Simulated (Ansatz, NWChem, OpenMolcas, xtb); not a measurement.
**Ligand exchange: CH2BrF + B(OH)F2 → CH3FO + BBrF2**

Species: CH2BrF (bromofluoromethane) `FCBr`, singlet; B(OH)F2 (difluorohydroxyborane), singlet; CH3FO `OCF`, singlet; BBrF2 `FB(F)Br`, singlet. The partners trade Br for OH: C–Br and B–OH bonds give way to C–OH and B–Br.

Shapes, held fixed at every level: PBE0-D4/def2-TZVP. Flexible molecules stand in one conformer, not always the lowest. Programs: Ansatz 0.2.0, NWChem 7.3.0, OpenMolcas 26.06, xtb 6.7.1. A level may come from different programs for different species; with the same settings they agree closely. The zero-point and thermal change to 298 K, harmonic and unscaled (PBE0-D4/def2-TZVP), is +1.1 kJ/mol.

```tsv
level	kind	ΔH(298 K) (kJ/mol)	less CCSD(T)/def2-TZVPP
GFN0-xTB	semi-empirical	+2.7	-55.6
SPW92/def2-TZVPP	LDA	+54.5	-3.8
B3LYP/6-31G* (Cartesian functions)	global hybrid	+58.7	+0.4
B3LYP-D4/def2-TZVPP	global hybrid	+60.8	+2.5
BHLYP-D4/def2-TZVPP	global hybrid	+61.4	+3.1
wB97M-V/def2-TZVPP	range-separated hybrid	+57.4	-0.9
B2PLYP/def2-TZVPP	double hybrid	+60.5	+2.2
CCSD(T)/def2-TZVPP	coupled cluster or CI	+58.3	0.0
```

The highest level, CCSD(T)/def2-TZVPP, gives ΔH(298 K) = +58.3 kJ/mol; the levels span +2.7 to +61.4. The column of differences is taken from that level and isn't an error. No measured value is set beside it here. Relativity is left out for Br. Outer-core shells of Br are correlated, in sets that cover them unevenly.

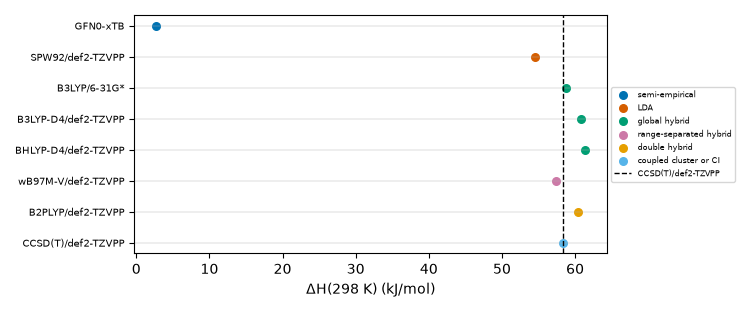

The values of the table, level by level.
